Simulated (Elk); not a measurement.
## Bands of Nickel in the lowest magnetic state tried

Aim: the bands and densities of states of Nickel in the lowest state of several starts.

Calculated with Elk 11.2.3 (patched build); PBE; all-electron APW+lo, Dirac cores, scalar-relativistic bands.

## (1) The starting structure

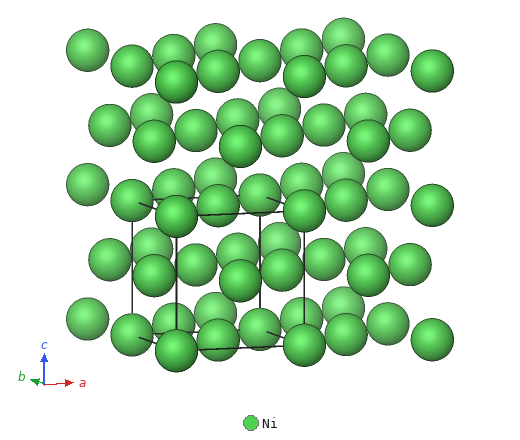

Start, viewed slightly off an axis; nickel green. 2×2×2 cells are drawn. This picture shows the conventional cell, with its axes. Some periodic images of atoms are drawn too.

## (2) The magnetic state

Bands and densities of states are read from a converged potential, so the magnetic state comes first.

This is the lowest of the starts that converged (ferro +).

Moments are seeded by fields in the spheres (the last three columns under atoms), set against the wanted direction and reduced each loop.

File elk.in:

```
tasks
  0

xctype
  20

rgkmax
  7.0

nempty
  12

swidth
  0.001837

reducebf
  0.5

epsengy
  1e-05

maxscl
  100

lmaxi
  3

spinpol
  .true.

sppath
  './'

avec
  0.00000000000 3.32957459939 3.32957459939
  3.32957459939 0.00000000000 3.32957459939
  3.32957459939 3.32957459939 0.00000000000

atoms
  1
  'Ni.in'
  1
  0.0000000000 0.0000000000 0.0000000000   0.000000 0.000000 -0.050000

ngridk
  16 16 16
```

Command:

```
$ OMP_NUM_THREADS=2 elk
```

Numbers of over 12 decimals in the logs are rounded to 6 here.

The program printed:

```text
Warning(gndstate): core states of species 1 leak from the muffin-tin :   0.4056360502E-03

--- INFO.OUT ---
┌─────────────────────────┐
│ Elk code version 11.2.3 │
└─────────────────────────┘

All units are atomic (Hartree, Bohr, etc.)

┌─────────────────────────────────────────────────┐
│ Ground-state run starting from atomic densities │
└─────────────────────────────────────────────────┘

Lattice vectors :
   0.000000000       3.329574599       3.329574599
   3.329574599       0.000000000       3.329574599
   3.329574599       3.329574599       0.000000000

Species : 1 (Ni)
 parameters loaded from : Ni.in
 name : nickel
 nuclear charge    :   -28.00000000
 electronic charge :    28.00000000
 atomic mass :    106991.5231
 muffin-tin radius :    2.329364778
 number of radial points in muffin-tin :    993
 inner part over the whole radius :   0.9875265472E-02
 number on inner part of muffin-tin    :    700
 approximate nuclear radius :   0.7325707712E-04
 number of mesh points to nuclear radius :    335
 atomic positions (lattice), magnetic fields (Cartesian) :
  1 :   0.00000000  0.00000000  0.00000000    0.00000000  0.00000000 -0.05000000

Total number of atoms per unit cell :    1
Total muffin-tin volume :    52.94209487
 ratio of muffin-tin to unit cell volume :   0.7171415360

Spin treatment :
 spin-polarised
 global magnetic field (Cartesian) :    0.000000000       0.000000000       0.000000000
 collinear magnetisation in z-direction

Number of Bravais lattice symmetries :   48
Number of crystal symmetries         :   48
Crystal has inversion symmetry
Real symmetric eigensolver will be used

k-point grid :     16    16    16
k-point offset :    0.000000000       0.000000000       0.000000000
k-point set is reduced with full crystal symmetry group
Total number of k-points :      145

Muffin-tin radius times maximum |G+k| :    7.000000000
 using average radius
Maximum |G+k| for APW functions       :    3.005111122
Maximum (1/2)|G+k|²                   :    4.515346427
Maximum |G| for potential and density :    12.00000000
Constant for pseudocharge density :    7
 order of it for each species :   14
 order of it for pair densities of each species (exact exchange by exxq0 0: 14) :   10
Radial integration step length :    1

G-vector grid sizes :     18    18    18
Number of G-vectors :     2109

Maximum angular momentum used for
 APW functions            :    8
 outer part of muffin-tin :    6
 inner part of muffin-tin :    3

Number of empty states         :     12
Total number of valence states :     42
Total number of core states    :     12

Third-order local-orbitals added for an l without core states : T
Total number of local-orbitals :     22

Exchange-correlation functional :     20     0     0
 Perdew-Burke-Ernzerhof, Phys. Rev. Lett. 77, 3865 (1996)
 gradient requirement :    1
 generalised gradient approximation (GGA)

Smearing type :    3
 Fermi-Dirac
Smearing width :   0.1837000000E-02
Effective electronic temperature (K) :    580.0787206

Mixing type :    3
 Broyden mixing, J. Phys. A: Math. Gen. 17, L317 (1984)

Kohn-Sham potential initialised from atomic data

┌──────────────────────────────┐
│ Self-consistent loop started │
└──────────────────────────────┘

┌─────────────────┐
│ Loop number : 1 │
└─────────────────┘

Energies :
 Fermi                       :     0.196425
 sum of occupied eigenvalues :     -876.89870635785
 electron kinetic            :      1544.1062264574
 core electron kinetic       :      1386.5698500265
 Coulomb                     :     -3001.5253691122
 Coulomb potential           :     -2336.8879456069
 nuclear-nuclear             :     -269.89422819822
 electron-nuclear            :     -3137.2132800242
 Hartree                     :      405.58213911022
 Madelung                    :     -1833.0813963087
 xc potential                :     -84.037798057802
 xc effective B-field        :    -0.37232220433243E-01
 external B-field            :      0.000000
 exchange                    :     -62.174462250322
 correlation                 :     -1.340053
 electron entropic           :    -0.39883094183898E-03
 total energy                :     -1520.9340562677
 (external B-field energy excluded from total)

Density of states at Fermi energy :    36.42132302
 (states/Hartree/unit cell)

Estimated indirect band gap :   0.4611964808E-03
 from k-point 88 to k-point 119
Estimated direct band gap   :   0.8608458103E-02
 at k-point 98

Charges :
 core                        :    12.00000000
 valence                     :    16.00000000
 interstitial                :   0.8257991890
 muffin-tins (core leakage)
  species : 1 (Ni)
   atom 1                    :    27.17420081     (  0.4075328394E-03)
 total in muffin-tins        :    27.17420081
 total calculated charge     :    27.99904733
 total charge                :    28.00000000
 error                       :   0.9526696398E-03

Moments :
 interstitial                :  -0.5169035111E-01
 muffin-tins
  species : 1 (Ni)
   atom 1                    :    1.208128396
 total in muffin-tins        :    1.208128396
 total moment                :    1.156438045

[... earlier loops left out ...]

┌──────────────────┐
│ Loop number : 19 │
└──────────────────┘

Energies :
 Fermi                       :     0.279007
 sum of occupied eigenvalues :     -873.58402668645
 electron kinetic            :      1545.0816335529
 core electron kinetic       :      1386.5845311631
 Coulomb                     :     -3002.3078190568
 Coulomb potential           :     -2336.0402236512
 nuclear-nuclear             :     -269.89422819822
 electron-nuclear            :     -3139.6901589719
 Hartree                     :      407.27656811339
 Madelung                    :     -1834.2877072312
 xc potential                :     -82.615402190826
 xc effective B-field        :    -0.10034404518163E-01
 external B-field            :      0.000000
 exchange                    :     -62.261621362414
 correlation                 :     -1.340450
 electron entropic           :    -0.52504207831143E-03
 total energy                :     -1520.8287821211
 (external B-field energy excluded from total)

Density of states at Fermi energy :    46.73767465
 (states/Hartree/unit cell)

Estimated indirect band gap :   0.1798659920E-03
 from k-point 71 to k-point 41
Estimated direct band gap   :   0.1061197941E-02
 at k-point 71

Charges :
 core                        :    12.00000000
 valence                     :    16.00000000
 interstitial                :   0.7798741660
 muffin-tins (core leakage)
  species : 1 (Ni)
   atom 1                    :    27.22012583     (  0.4056360502E-03)
 total in muffin-tins        :    27.22012583
 total calculated charge     :    27.99906815
 total charge                :    28.00000000
 error                       :   0.9318467205E-03

Moments :
 interstitial                :  -0.2493752171E-01
 muffin-tins
  species : 1 (Ni)
   atom 1                    :   0.6302767594
 total in muffin-tins        :   0.6302767594
 total moment                :   0.6053392377

┌──────────────────────────────┐
│ Self-consistent loop stopped │
└──────────────────────────────┘

Warning : core states of species 1 leak from the muffin-tin :   0.4056360502E-03

Wrote STATE.OUT
```

Wall time 31 s (2 threads of AMD EPYC 9R14 (Zen 4), shared host); peak memory 0.09 GiB.

Spin moment in the muffin-tin sphere by atom:

| atom | spin moment in the muffin-tin sphere (μB) |
| --- | --- |
| Ni1 | 0.630 |

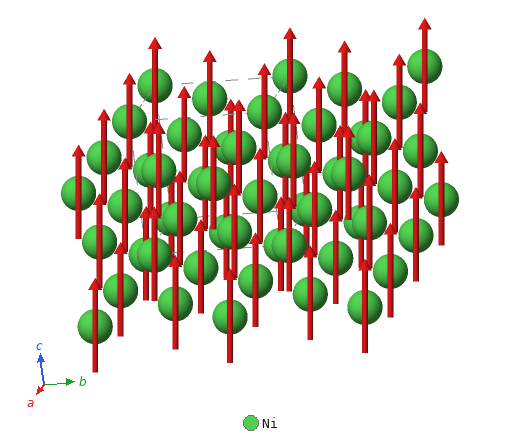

Spin moment in the muffin-tin sphere as arrows, the longest 0.630 μB. Up and down stand for the sign. Arrows give size and sign along the axis of quantisation, drawn up and down the page. 3×2×1 conventional cells are drawn. Some periodic images of atoms are drawn too.

Numbers from this step:

| Item | Value |
| --- | --- |
| density of states at the Fermi level | 1.718 states/eV/cell |
| moment between the spheres | -0.02494 μB |
| magnetization | 0.6053 μB |
| final state | ferromagnetic |

## (3) Levels along a path and on the mesh

The potential is kept. Point names follow a standard table for this cell's lattice and can differ from other conventions. The density of states is interpolated from the levels on the mesh (so its value at the Fermi level can differ from the smeared one of the ground-state run), and the bands are solved anew along a path of special points.

File elk.in:

```
tasks
  10
  20
  15
  33
  73

xctype
  20

rgkmax
  7.0

nempty
  12

swidth
  0.001837

reducebf
  0.5

epsengy
  1e-05

maxscl
  100

lmaxi
  3

spinpol
  .true.

sppath
  './'

avec
  0.00000000000 3.32957459939 3.32957459939
  3.32957459939 0.00000000000 3.32957459939
  3.32957459939 3.32957459939 0.00000000000

atoms
  1
  'Ni.in'
  1
  0.0000000000 0.0000000000 0.0000000000   0.000000 0.000000 -0.000050

ngridk
  16 16 16

wplot
  300 60 1
  -0.35000 0.25000

plot1d
  7 84
  0.00000000 0.00000000 0.00000000
  0.50000000 0.00000000 0.50000000
  0.62500000 0.25000000 0.62500000
  0.37500000 0.37500000 0.75000000
  0.00000000 0.00000000 0.00000000
  0.50000000 0.50000000 0.50000000
  0.50000000 0.25000000 0.75000000

plot3d
  0 0 0
  1 0 0
  0 1 0
  0 0 1
  13 13 13
```

Command:

```
$ OMP_NUM_THREADS=2 elk
```

The program printed:

```text
┌─────────────────────────────────┐
│ Elk code version 11.2.3 started │
└─────────────────────────────────┘

Info(readinput): the functional depends on the density's gradient
 muffin-tin radial points multiplied by    2.00000
 (not where nrmtscf is given)

┌───────────────────┐
│ Current task : 10 │
└───────────────────┘
Info(checkmt): changed muffin-tin radius of species 1 (Ni) from   2.4000 to   2.3294

Info(writedos):
 Total density of states written to TDOS.OUT

 Partial density of states written to PDOS_Sss_Aaaaa.OUT
 for all species and atoms

 Spin-quantisation axis :    0.000000000       0.000000000       1.000000000

 Eigenvalues of a random matrix symmetrised with the site
 symmetries in the Yₗₘ basis written to ELMIREP.OUT for all
 species and atoms. Degenerate eigenvalues correspond to
 irreducible representations of each site symmetry group

 Interstitial density of states written to IDOS.OUT

 Fermi energy is at zero in plots

 DOS units are states/Hartree/unit cell

┌───────────────────┐
│ Current task : 20 │
└───────────────────┘

Info(bandstr):
 Band structure plot written to BAND.OUT

 Fermi energy is at zero in plot

 Vertex location lines written to BANDLINES.OUT

┌───────────────────┐
│ Current task : 15 │
└───────────────────┘

Info(writelsj):
 muffin-tin L, S and J expectation values written to LSJ.OUT

┌───────────────────┐
│ Current task : 33 │
└───────────────────┘

Info(rhoplot): 3D density plot written to RHO3D.OUT

┌───────────────────┐
│ Current task : 73 │
└───────────────────┘

Info(vecplot):
 3D magnetisation density written to MAG3D.OUT

┌──────────────────┐
│ Elk code stopped │
└──────────────────┘
```

The job ended after 90 s (2 threads; peak memory 0.11 GiB).

The electronic bands at the labelled points (eV, zero at the Fermi level; # counts the bands kept):

| point | up #3 | up #4 | up #5 | up #6 | down #3 | down #4 | down #5 | down #6 |
| --- | --- | --- | --- | --- | --- | --- | --- | --- |
| Γ | -2.42 | -2.42 | -1.23 | -1.23 | -1.69 | -1.69 | -0.66 | -0.66 |
| X | -0.55 | -0.47 | -0.47 | 2.31 | 0.04 | 0.37 | 0.37 | 2.28 |
| U | -2.13 | -1.09 | -0.72 | 5.60 | -1.52 | -0.53 | 0.11 | 5.82 |
| K | -2.13 | -1.09 | -0.72 | 5.60 | -1.52 | -0.53 | 0.11 | 5.82 |
| Γ | -2.42 | -2.42 | -1.23 | -1.23 | -1.69 | -1.69 | -0.66 | -0.66 |
| L | -2.40 | -0.59 | -0.59 | -0.42 | -1.81 | -0.47 | 0.14 | 0.14 |
| W | -3.08 | -1.32 | -0.46 | 7.61 | -2.49 | -0.78 | 0.38 | 7.80 |

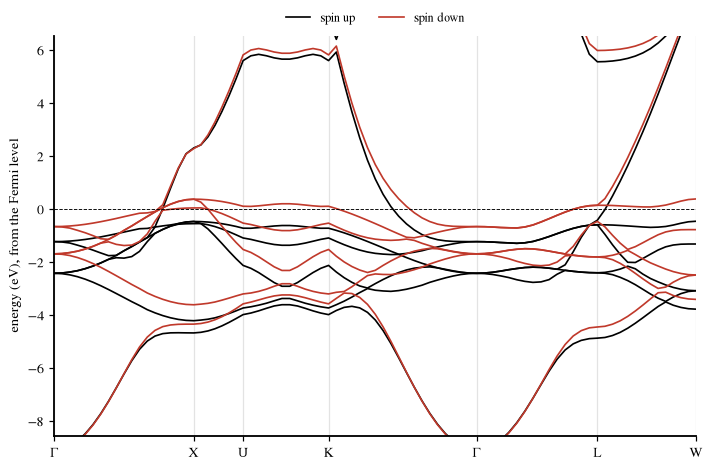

Electronic bands along the path; the two colours are the two spins.

The density of states has structure finer than the step of the table below, so its rows give means over 1 eV, whole bins alone (the curve runs from -9.52 to 6.75 eV). Peaks (eV: height): up -3.8: 1.09, -2.3: 1.72, -0.7: 2.58; down -3.3: 0.920, -1.5: 1.62, -0.8: 1.43, 0.1: 2.13; Ni1 d up -3.8: 0.893, -2.2: 1.58, -0.7: 2.53; Ni1 d down -1.5: 1.45, -0.8: 1.35, 0.1: 2.09.

Density of states against energy, zero at the Fermi level; means over each step; values in states/eV/cell:

| energy (eV) | up | down | Ni1 d up | Ni1 d down |
| --- | --- | --- | --- | --- |
| -9 | 0.00943 | 0.00982 | 7.2e-6 | 2.2e-6 |
| -8 | 0.0369 | 0.0373 | 3.8e-4 | 3.4e-4 |
| -7 | 0.0604 | 0.0586 | 0.00264 | 0.00210 |
| -6 | 0.0952 | 0.0869 | 0.0131 | 0.00901 |
| -5 | 0.271 | 0.160 | 0.126 | 0.0457 |
| -4 | 0.785 | 0.484 | 0.608 | 0.304 |
| -3 | 1.05 | 0.811 | 0.899 | 0.668 |
| -2 | 1.28 | 1.24 | 1.17 | 1.06 |
| -1 | 1.58 | 1.21 | 1.53 | 1.12 |
| 0 | 0.221 | 1.19 | 0.177 | 1.16 |
| 1 | 0.150 | 0.188 | 0.0847 | 0.138 |
| 2 | 0.135 | 0.155 | 0.0587 | 0.0864 |
| 3 | 0.122 | 0.136 | 0.0436 | 0.0601 |
| 4 | 0.0989 | 0.109 | 0.0316 | 0.0416 |
| 5 | 0.0740 | 0.0825 | 0.0215 | 0.0279 |
| 6 | 0.0994 | 0.0724 | 0.0331 | 0.0257 |

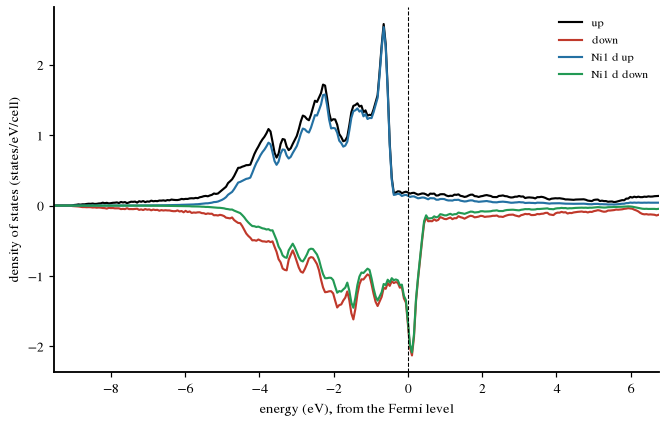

Density of states against energy. Down spins are drawn negative.

## (4) Results

```
state          : ferromagnetic
largest moment : 0.630 μB
```

In words: Right at the Fermi level (the table gives means over its steps) the density of states is 0.19 states/eV a cell for spin up and 1.7 for spin down. Within the window shown, the centres of the Ni1 d states of the two spins lie 0.63 eV apart, a rough measure of the splitting of the spins. The state is the lowest of the starts that converged. These are Kohn–Sham levels without spin–orbit coupling.

[Logs and program files are shortened in this print: banners, set-up blocks, solver, clock and traceback lines can be left out without a mark of their own.]

[Logs are printed without paths, hosts, clocks, repeated set-up lines and the standing remarks that a program may print on its own settings, such as how far it seeks lower states.]

[Hosts, paths, dates, database ids (printed as entryN), source tags and the programs' standing remarks are cut or masked in the printed files.]

[Where a cell is said to come from a database of computed structures, the database is the Materials Project.]
